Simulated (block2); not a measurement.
**DMRG/STO-3G run of SiSe (SMILES [Si][Se])**

Aim: the vertical electron affinity of SiSe at DMRG/STO-3G, from 2 runs. The job is set up through a Python script.

Program for the calculation: block2 0.5.4.

2 further runs of the same task are left out: 2 set aside as unsound or not needed.

## (1) The system as given

SiSe has 2 atoms, charge 0, and is taken as a singlet. As SMILES, `[Si][Se]`. Geometry: relaxed at PBE0-D4/def2-TZVP.

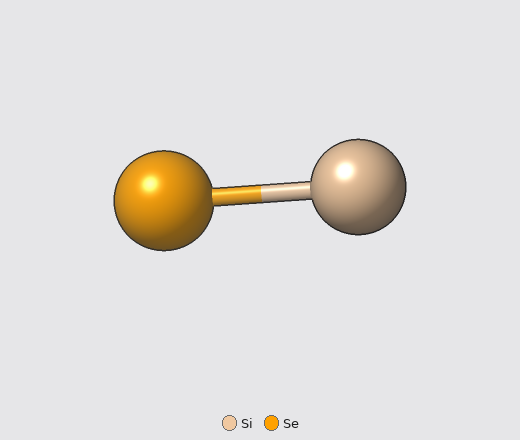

Viewed from a chosen angle; silicon light orange, selenium orange.

## (2) The energy at DMRG/STO-3G

job.py

```python
import numpy as np
from pyscf import cc, dft, gto, mcscf, mp, scf
from pyblock2._pyscf.ao2mo import integrals as itg
from pyblock2.driver.core import DMRGDriver, SymmetryTypes

geom = [
    ("Si", (0.000000, 0.000000, 0.031440)),
    ("Se", (-0.000000, -0.000000, 2.093090)),
]
mol = gto.M(
    atom=geom,
    basis="sto-3g",
    verbose=3,
    max_memory=2000,
)
print("nao = %d" % (mol.nao))
mf = scf.RHF(mol)
mf.conv_tol = 1e-10
mf.max_cycle = 200
mf.kernel()
if not mf.converged:
    mf = mf.newton().run(mf.mo_coeff, mf.mo_occ)
print(f"E(SCF) = {mf.e_tot:.10f}")
ref = mf
pt = mp.MP2(ref, frozen=14).run()
mycc = cc.CCSD(ref, frozen=14)
mycc.max_cycle = 150
mycc.kernel()
print("MP2 total energy = %.10f" % (pt.e_tot))
if mycc.converged:
    print("CCSD total energy = %.10f" % (mycc.e_tot))
    print("CCSD(T) total energy = %.10f" % (mycc.e_tot + mycc.ccsd_t()))
    print("T1 diagnostic = %.4f" % (mycc.get_t1_diagnostic()))
ks = dft.RKS(mol, xc="camb3lyp").set(conv_tol=1e-9, verbose=3).run()
if ks.converged:
    print(f"E(CAM-B3LYP) = {ks.e_tot:.8f}")
ks = dft.RKS(mol, xc="blyp").set(conv_tol=1e-9, verbose=3).run()
if ks.converged:
    print(f"E(BLYP) = {ks.e_tot:.8f}")
ks = dft.RKS(mol, xc="wb97x").set(conv_tol=1e-9, verbose=3).run()
if ks.converged:
    print("E(wB97X) = %.8f" % (ks.e_tot))
occ_no, mo = mcscf.addons.make_natural_orbitals(cc.CCSD(mf, frozen=14).run())
mf.mo_coeff = mo
ncas, n_elec, spin, ecore, h1e, g2e, orb_sym = itg.get_rhf_integrals(mf, ncore=14, ncas=13, pg_symm=False, g2e_symm=1)
driver = DMRGDriver(scratch="./tmp", symm_type=SymmetryTypes.SU2, stack_mem=1500 << 20, n_threads=1)
idx = driver.orbital_reordering(h1e, g2e, method="fiedler")
print("orbital order:", idx.tolist())
h1e = h1e[np.ix_(idx, idx)]
g2e = g2e[np.ix_(idx, idx, idx, idx)]
orb_sym = np.array(orb_sym)[idx]
driver.initialize_system(n_sites=ncas, n_elec=n_elec, spin=spin, orb_sym=orb_sym)
mpo = driver.get_qc_mpo(h1e=h1e, g2e=g2e, ecore=ecore, iprint=0)
occs = np.array([1.8] * 10 + [0.2] * 3)[idx]
ket = driver.get_random_mps(tag="GS", bond_dim=75, nroots=1, occs=occs)
bond_dims = [75] * 2 + [100] * 2
noises = [0.0001] * 2 + [1e-05] * 2 + [0]
thrds = [1e-07] * 4
e = driver.dmrg(mpo, ket, n_sweeps=10, tol=1e-06, bond_dims=bond_dims, noises=noises, thrds=thrds, iprint=1)
ms, dws, es = driver.get_dmrg_results()
print("DW = %.3e" % (dws[-1]))
print("final energy = %.10f" % (e))
dm1 = driver.get_1pdm(ket)
print("occupation numbers =", np.round(np.linalg.eigvalsh(dm1)[::-1], 5).tolist())
c_act = mf.mo_coeff[:, 14:27][:, idx]
dm_ao = c_act @ dm1 @ c_act.T + 2 * mf.mo_coeff[:, :14] @ mf.mo_coeff[:, :14].T
print("dipole / D =", np.round(scf.hf.dip_moment(mol, dm_ao, verbose=0), 4).tolist())
print("max block entropy = %.4f" % (max(driver.get_bipartite_entanglement(ket))))
csf, coef = driver.get_csf_coefficients(ket, cutoff=0.05, iprint=1)
print(f"c0^2 = {np.max(np.abs(coef)) ** 2:.4f}")
ci = mcscf.CASCI(mf, 13, (10, 10))
ci.fix_spin_(ss=0)
ci.fcisolver.conv_tol = 1e-10
ci.fcisolver.max_cycle = 200
ci.kernel()
print("exact diagonalisation = %.10f" % (ci.e_tot))
```

The run is started by

```console
$ python job.py
```

Output:

```text
nao = 27
converged SCF energy = -2659.14801755905
E(SCF) = -2659.1480175590
E(RMP2) = -2659.22358852486  E_corr = -0.0755709658128876
E(SCS-RMP2) = -2659.22257934612  E_corr = -0.0745617870671223
E(CCSD) = -2659.228269345244  E_corr = -0.08025178619639121
MP2 total energy = -2659.2235885249
CCSD total energy = -2659.2282693452
CCSD(T) correction = -0.00889665033660999
CCSD(T) total energy = -2659.2371659956
T1 diagnostic = 0.0265
converged SCF energy = -2661.0332961071
E(CAM-B3LYP) = -2661.03329611
converged SCF energy = -2660.85680075709
E(BLYP) = -2660.85680076
converged SCF energy = -2661.04188616727
E(wB97X) = -2661.04188617
E(CCSD) = -2659.228269345244  E_corr = -0.08025178619639121
orbital order: [7, 10, 11, 12, 6, 8, 9, 5, 4, 3, 2, 1, 0]

Sweep =    0 | Direction =  forward | Bond dimension =   75 | Noise =  1.00e-04 | Dav threshold =  1.00e-07
Time elapsed =      0.504 | E =   -2659.2310054801 | DW = 8.05566e-09

Sweep =    1 | Direction = backward | Bond dimension =   75 | Noise =  1.00e-04 | Dav threshold =  1.00e-07
Time elapsed =      1.351 | E =   -2659.2370671313 | DE = -6.06e-03 | DW = 1.80416e-07

Sweep =    2 | Direction =  forward | Bond dimension =  100 | Noise =  1.00e-05 | Dav threshold =  1.00e-07
Time elapsed =      2.449 | E =   -2659.2376388109 | DE = -5.72e-04 | DW = 1.92357e-08

Sweep =    3 | Direction = backward | Bond dimension =  100 | Noise =  1.00e-05 | Dav threshold =  1.00e-07
Time elapsed =      3.651 | E =   -2659.2376388787 | DE = -6.78e-08 | DW = 7.28370e-09

Sweep =    4 | Direction =  forward | Bond dimension =  100 | Noise =  0.00e+00 | Dav threshold =  1.00e-07
Time elapsed =      4.782 | E =   -2659.2376388824 | DE = -3.72e-09 | DW = 4.67165e-10

DW = 4.672e-10
final energy = -2659.2376388825
occupation numbers = [2.0, 2.0, 2.0, 2.0, 1.99999, 1.99843, 1.97609, 1.9542, 1.92885, 1.92884, 0.09001, 0.09001, 0.03358]
dipole / D = [-0.0, 0.0, -2.2233]
max block entropy = 0.5037
mps center changed (temporarily)
DTRIE T =      0.002
Number of CSF =         13 (cutoff =      0.05)
Sum of weights of included CSF =    0.966029550819159

CSF          0 2000222222222  =    0.948514124161056
CSF          1 2++02--222222  =    0.103030976053868
CSF          2 2020220222222  =   -0.098110945715803
CSF          3 2200202222222  =   -0.098110447333825
CSF          4 0200222222222  =   -0.081317920557850
CSF          5 0020222222222  =   -0.081312718265583
CSF          6 2+-02+-222222  =    0.072721488341688
CSF          7 2+-0202222222  =   -0.056081788556410
CSF          8 20202+-222222  =    0.056080862508955
CSF          9 22002+-222222  =   -0.056077406896472
CSF         10 2+-0220222222  =    0.056076534474803
CSF         11 20+-+2-222222  =   -0.051920714521753
CSF         12 2+0-+-2222222  =   -0.051919998701839
c0^2 = 0.8997
CASCI E = -2659.23763889840  E(CI) = -148.468504157575  S^2 = 0.0000000
exact diagonalisation = -2659.2376388984
```

Run time: 12 s. Hardware: 1 thread of Arm Neoverse V2, shared host; peak memory 0.3 GiB.

## (3) The doublet anion: a single-point energy at DMRG/STO-3G

run_dmrg.py

```python
import numpy as np
from pyscf import cc, dft, gto, mcscf, mp, scf
from pyblock2._pyscf.ao2mo import integrals as itg
from pyblock2.driver.core import DMRGDriver, SymmetryTypes

geom = """
Si     0.00000000     0.00000000     0.05941299
Se     0.00000000     0.00000000     3.95536685
"""
mol = gto.M(
    atom=geom,
    basis="sto-3g",
    unit="bohr",
    charge=-1,
    spin=1,
    verbose=3,
    max_memory=2000,
)
print("nao                     : %d" % (mol.nao))
mf = scf.ROHF(mol)
mf.conv_tol = 1e-10
mf.max_cycle = 200
mf.kernel()
if not mf.converged:
    mf = mf.newton().run(mf.mo_coeff, mf.mo_occ)
print("reference energy        : %.10f" % (mf.e_tot))
ref = scf.UHF(mol).run(mf.make_rdm1(), conv_tol=1e-10)
pt = mp.MP2(ref, frozen=14).run()
mycc = cc.CCSD(ref, frozen=14)
mycc.max_cycle = 150
mycc.kernel()
print(f"E(MP2)                  : {pt.e_tot:.10f}")
if mycc.converged:
    print(f"E(CCSD)                 : {mycc.e_tot:.10f}")
    print("CCSD(T) total energy    : %.10f" % (mycc.e_tot + mycc.ccsd_t()))
ks = dft.UKS(mol, xc="camb3lyp").set(conv_tol=1e-9, verbose=3).run(mf.make_rdm1())
if ks.converged:
    print(f"E(CAM-B3LYP)            : {ks.e_tot:.8f}")
ks = dft.UKS(mol, xc="blyp").set(conv_tol=1e-9, verbose=3).run(mf.make_rdm1())
if ks.converged:
    print("E(BLYP)                 : %.8f" % (ks.e_tot))
ks = dft.UKS(mol, xc="wb97x").set(conv_tol=1e-9, verbose=3).run(mf.make_rdm1())
if ks.converged:
    print(f"E(wB97X)                : {ks.e_tot:.8f}")
occ_no, mo = mcscf.addons.make_natural_orbitals(cc.CCSD(mf.to_uhf(), frozen=14).run())
mf.mo_coeff = mo
ncas, n_elec, spin, ecore, h1e, g2e, orb_sym = itg.get_rhf_integrals(mf, ncore=14, ncas=13, pg_symm=False, g2e_symm=1)
dmrg = DMRGDriver(scratch="./tmp", symm_type=SymmetryTypes.SU2, stack_mem=1500 << 20, n_threads=1)
idx = dmrg.orbital_reordering(h1e, g2e, method="fiedler")
print("orbital order:", idx.tolist())
h1e = h1e[np.ix_(idx, idx)]
g2e = g2e[np.ix_(idx, idx, idx, idx)]
orb_sym = np.array(orb_sym)[idx]
dmrg.initialize_system(n_sites=ncas, n_elec=n_elec, spin=spin, orb_sym=orb_sym)
mpo = dmrg.get_qc_mpo(h1e=h1e, g2e=g2e, ecore=ecore, iprint=1)
occs = np.array([1.7] * 10 + [1.0] * 1 + [0.3] * 2)[idx]
psi = dmrg.get_random_mps(tag="GS", bond_dim=75, nroots=1, occs=occs)
bond_dims = [75] * 3 + [112] * 3 + [150] * 4
noises = [0.0001] * 3 + [0.0001] * 3 + [1e-05] * 4 + [0]
thrds = [1e-08] * 10
e = dmrg.dmrg(mpo, psi, n_sweeps=16, tol=1e-06, bond_dims=bond_dims, noises=noises, thrds=thrds, iprint=2)
ms, dws, es = dmrg.get_dmrg_results()
print("max discarded weight    : %.3e" % (dws[-1]))
print("total energy            : %.10f" % (e))
ci = mcscf.CASCI(mf, 13, (11, 10))
ci.fix_spin_(ss=0.75)
ci.fcisolver.conv_tol = 1e-10
ci.fcisolver.max_cycle = 200
ci.kernel()
print("E(FCI)                  : %.10f" % (ci.e_tot))
```

The run is started by

```console
$ python run_dmrg.py
```

Output:

```text
nao                     : 27
converged SCF energy = -2658.96362969094
reference energy        : -2658.9636296909
converged SCF energy = -2658.96458217415  <S^2> = 0.75894058  2S+1 = 2.0089207
E(UMP2) = -2658.99854699702  E_corr = -0.0339648228793254
E(SCS-UMP2) = -2658.9991847488  E_corr = -0.0346025746538698
E(UCCSD) = -2659.00743598032  E_corr = -0.04285380617422049
E(MP2)                  : -2658.9985469970
E(CCSD)                 : -2659.0074359803
UCCSD(T) correction = -0.00304842306659664
CCSD(T) total energy    : -2659.0104844034
converged SCF energy = -2660.86031840977  <S^2> = 0.75260355  2S+1 = 2.0026019
E(CAM-B3LYP)            : -2660.86031841
converged SCF energy = -2660.66186971487  <S^2> = 0.75177029  2S+1 = 2.0017695
E(BLYP)                 : -2660.66186971
converged SCF energy = -2660.87367893512  <S^2> = 0.75407171  2S+1 = 2.0040676
E(wB97X)                : -2660.87367894
E(UCCSD) = -2659.007389320328  E_corr = -0.04375962939082217
orbital order: [10, 8, 11, 7, 12, 9, 5, 6, 4, 2, 3, 0, 1]
integral symmetrize error =  0.0
integral cutoff error =  0.0
mpo terms =      16607

[... 45 lines left out ...]
 --> Site =   11-  12 .. Mmps =   19 Ndav =   2 E =  -2659.0080390032 Error = 5.73e-20 FLOPS = 4.75e+08 Tdav = 0.00 T = 0.01
[... 20 lines left out ...]
 <-- Site =    0-   1 .. Mmps =   57 Ndav =   1 E =  -2659.0109914621 Error = 5.37e-20 FLOPS = 6.63e+08 Tdav = 0.00 T = 0.01
[... 20 lines left out ...]
 --> Site =   11-  12 .. Mmps =   23 Ndav =   1 E =  -2659.0109917553 Error = 3.78e-20 FLOPS = 4.43e+08 Tdav = 0.00 T = 0.01
[... 20 lines left out ...]
 <-- Site =    0-   1 .. Mmps =   73 Ndav =   1 E =  -2659.0109918248 Error = 2.44e-20 FLOPS = 8.80e+08 Tdav = 0.00 T = 0.02
[... 20 lines left out ...]
 --> Site =   11-  12 .. Mmps =   22 Ndav =   1 E =  -2659.0109918255 Error = 6.71e-20 FLOPS = 4.78e+08 Tdav = 0.00 T = 0.01
[... 20 lines left out ...]
 <-- Site =    0-   1 .. Mmps =   73 Ndav =   1 E =  -2659.0109918265 Error = 4.30e-20 FLOPS = 8.43e+08 Tdav = 0.00 T = 0.02
[... 20 lines left out ...]
 --> Site =   11-  12 .. Mmps =   20 Ndav =   1 E =  -2659.0109918296 Error = 1.09e-20 FLOPS = 4.82e+08 Tdav = 0.00 T = 0.01
[... 20 lines left out ...]
 <-- Site =    0-   1 .. Mmps =   78 Ndav =   1 E =  -2659.0109918296 Error = 3.09e-20 FLOPS = 8.74e+08 Tdav = 0.00 T = 0.03
[... 20 lines left out ...]
 --> Site =   11-  12 .. Mmps =   21 Ndav =   1 E =  -2659.0109918296 Error = 5.94e-21 FLOPS = 4.74e+08 Tdav = 0.00 T = 0.01
[... 15 lines left out ...]
 <-- Site =    5-   6 .. Mmps =  150 Ndav =   1 E =  -2659.0109918296 Error = 8.34e-14 FLOPS = 4.07e+09 Tdav = 0.04 T = 0.63
 <-- Site =    4-   5 .. Mmps =  150 Ndav =   1 E =  -2659.0109918296 Error = 2.49e-12 FLOPS = 3.87e+09 Tdav = 0.03 T = 0.24
 <-- Site =    3-   4 .. Mmps =  150 Ndav =   1 E =  -2659.0109918296 Error = 5.43e-11 FLOPS = 3.41e+09 Tdav = 0.01 T = 0.13
 <-- Site =    2-   3 .. Mmps =  150 Ndav =   1 E =  -2659.0109918296 Error = 6.48e-11 FLOPS = 2.51e+09 Tdav = 0.00 T = 0.08
 <-- Site =    1-   2 .. Mmps =  150 Ndav =   1 E =  -2659.0109918296 Error = 1.02e-17 FLOPS = 1.85e+09 Tdav = 0.00 T = 0.05
 <-- Site =    0-   1 .. Mmps =   76 Ndav =   1 E =  -2659.0109918296 Error = 5.17e-20 FLOPS = 8.85e+08 Tdav = 0.00 T = 0.03
[... 8 lines left out ...]
Sweep =   10 | Direction =  forward | Bond dimension =  150 | Noise =  0.00e+00 | Dav threshold =  1.00e-07
 --> Site =    0-   1 .. Mmps =    4 Ndav =   1 E =  -2659.0109918296 Error = 0.00e+00 FLOPS = 8.49e+08 Tdav = 0.00 T = 0.00
 --> Site =    1-   2 .. Mmps =   15 Ndav =   1 E =  -2659.0109918296 Error = 0.00e+00 FLOPS = 1.79e+09 Tdav = 0.00 T = 0.03
 --> Site =    2-   3 .. Mmps =   47 Ndav =   1 E =  -2659.0109918296 Error = 2.51e-21 FLOPS = 2.68e+09 Tdav = 0.00 T = 0.05
 --> Site =    3-   4 .. Mmps =   93 Ndav =   1 E =  -2659.0109918296 Error = 1.77e-20 FLOPS = 3.43e+09 Tdav = 0.01 T = 0.09
 --> Site =    4-   5 .. Mmps =  141 Ndav =   1 E =  -2659.0109918296 Error = 2.99e-20 FLOPS = 3.93e+09 Tdav = 0.02 T = 0.17
 --> Site =    5-   6 .. Mmps =  150 Ndav =   1 E =  -2659.0109918296 Error = 3.56e-19 FLOPS = 4.16e+09 Tdav = 0.04 T = 0.56
 --> Site =    6-   7 .. Mmps =  150 Ndav =   1 E =  -2659.0109918296 Error = 2.49e-19 FLOPS = 4.16e+09 Tdav = 0.04 T = 0.53
 --> Site =    7-   8 .. Mmps =  108 Ndav =   1 E =  -2659.0109918296 Error = 2.05e-20 FLOPS = 4.00e+09 Tdav = 0.01 T = 0.16
 --> Site =    8-   9 .. Mmps =   63 Ndav =   1 E =  -2659.0109918296 Error = 2.49e-20 FLOPS = 3.49e+09 Tdav = 0.00 T = 0.08
 --> Site =    9-  10 .. Mmps =   29 Ndav =   1 E =  -2659.0109918296 Error = 1.14e-20 FLOPS = 2.09e+09 Tdav = 0.00 T = 0.03
 --> Site =   10-  11 .. Mmps =   11 Ndav =   1 E =  -2659.0109918296 Error = 2.53e-22 FLOPS = 6.29e+08 Tdav = 0.00 T = 0.01
 --> Site =   11-  12 .. Mmps =    3 Ndav =   1 E =  -2659.0109918296 Error = 2.22e-22 FLOPS = 2.82e+07 Tdav = 0.00 T = 0.00
Time elapsed =     15.850 | E =   -2659.0109918296 | DE = 2.19e-11 | DW = 3.55766e-19
Time sweep =        1.721 | 513 MFLOP/SWP
 | Dmem = 4.72 MB (2%) | Imem = 57.6 KB (97%) | Hmem = 96.7 MB | Wmem = 67.4 KB | Pmem = 0 B
 | Tread = 0.039 | Twrite = 0.015 | Tfpread = 0.038 | Tfpwrite = 0.014 | Tmporead = 0.000
 | data = 14.3 MB | cpsd = 11.1 MB | Tasync = 0.000
 | Trot = 0.098 | Tctr = 0.001 | Tint = 0.000 | Tmid = 0.000 | Tdctr = 0.018 | Tdiag = 0.007 | Tinfo = 0.020
 | Teff = 1.380 | Tprt = 0.000 | Teig = 0.137 | Tblk = 1.581 | Tmve = 0.139 | Tdm = 0.000 | Tsplt = 0.012 | Tsvd = 0.000 | Torth = 0.000

max discarded weight    : 3.558e-19
total energy            : -2659.0109918296
CASCI E = -2659.01099240794  E(CI) = -148.263281518134  S^2 = 0.7500000
E(FCI)                  : -2659.0109924079
```

It took 23 s on 1 thread of Arm Neoverse V2, shared host; peak memory 0.36 GiB.

## (4) What came out

At DMRG/STO-3G, 14 core orbitals frozen:

| quantity | value |
| --- | --- |
| run 1, DMRG/STO-3G: total energy | -2659.23764 Eh |
| run 1, DMRG/STO-3G: dipole moment (of the density that the program reports) | 2.22 D |
| run 1, DMRG/STO-3G: T1 diagnostic of the CCSD step | 0.026 |
| doublet anion: total energy | -2659.01099 Eh |
| vertical electron affinity (to the doublet anion) | -6.167 eV |

The anion lies 6.17 eV (142 kcal/mol) above the neutral: the electron isn't bound at this level, and such a value depends on the basis. Without diffuse functions anions come out too high. In a minimal basis such a difference can be off by several eV, whatever the method. The T1 diagnostic (run 1, DMRG/STO-3G) of 0.026 is above the customary mark for such species, so a single reference may not serve.
